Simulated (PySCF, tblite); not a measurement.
**C₂H₄F₄OSi: geometry, infrared bands and NMR shifts**

What infrared bands and NMR shifts should C₂H₄F₄OSi (`CO[Si@@H](F)C(F)(F)F`) show?

The runs use tblite 0.8.0 and PySCF 2.14.0, with density-fitted response routines of our own; the level of theory stands in each step. All values are computed, except where a source is named. Atoms are numbered from 0 throughout.

### Step 1. The starting structure

12 atoms, charge 0, multiplicity 1; geometry from: force field or distance geometry start.

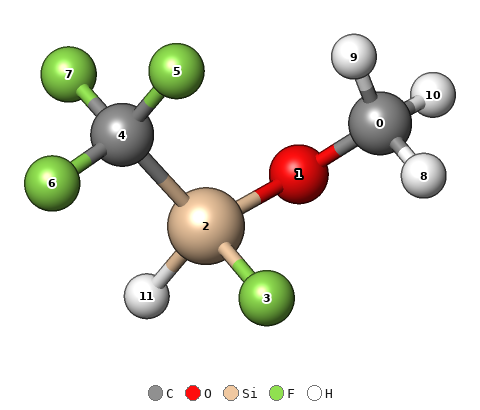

As it starts; carbon grey, oxygen red, silicon light orange, fluorine green, hydrogen white, atoms numbered.

### Step 2. Relaxing the molecule with GFN2-xTB

What the job is given:

```
{"job": {"kind": "relax", "xc": "GFN2-xTB", "basis": "xTB"}, "charge": 0, "multiplicity": 1}
C     -1.880400     0.299100    -0.198700
O     -1.112500    -0.828900     0.131900
Si     0.520400    -0.835700    -0.298800
F      0.533900    -0.500500    -1.889200
C      1.601400     0.335000     0.617900
F      1.182600     1.624900     0.478800
F      2.889200     0.294700     0.170900
F      1.638000     0.074800     1.947600
H     -1.925600     0.444300    -1.282100
H     -1.515900     1.205100     0.297300
H     -2.912900     0.127300     0.155300
H      0.983000    -2.240900    -0.156900
```

Command:

```sh
OMP_NUM_THREADS=1 python probes_run.py task.json out
```

This one command runs all jobs of the session in turn.

**Question.** This job is followed by: GFN2-xTB harmonic vibrations, gas phase; GIAO PBE0/pcSseg-1 NMR shielding, non-relativistic, gas phase. What will the session give for the following? strongest single infrared mode (GFN2-xTB); zero-point energy (GFN2-xTB); ¹³C shifts against TMS (PBE0/pcSseg-1); ¹H shifts against TMS (PBE0/pcSseg-1, means over atoms taken as alike); ¹⁷O shifts against H2O (PBE0/pcSseg-1); ²⁹Si shifts against TMS (PBE0/pcSseg-1); ¹⁹F shifts against CFCl3 (PBE0/pcSseg-1, means over atoms taken as alike).

**Answer**, as computed:

| quantity | value |
| --- | --- |
| strongest single infrared mode (GFN2-xTB) | 1207 cm⁻¹, 292 km/mol |
| zero-point energy (GFN2-xTB) | 41.1 kcal/mol |
| ¹³C shifts against TMS (PBE0/pcSseg-1) | 135.2, 55.7 ppm |
| ¹H shifts against TMS (PBE0/pcSseg-1, means over atoms taken as alike) | 4.36, 4.22 ppm |
| ¹⁷O shifts against H2O (PBE0/pcSseg-1) | 33.1 ppm |
| ²⁹Si shifts against TMS (PBE0/pcSseg-1) | -52.0 ppm |
| ¹⁹F shifts against CFCl3 (PBE0/pcSseg-1, means over atoms taken as alike) | -79.2, -167.0 ppm |

In words: Relaxing lowered the energy by 0.444 eV in 63 steps; the close pair that moved most is Si2–C4, from 1.838 to 1.951 Å. All 30 modes are real, so the xTB geometry is a minimum. The strongest single mode, at 1207 cm⁻¹, moves mainly O1. Unscaled tight-binding wavenumbers are off by several per cent, some by more. Its intensities can rank the bands wrongly. At PBE0/pcSseg-1: The largest span, 190 ppm, is at F5, F6, F7, where the paramagnetic term is -224 ppm.
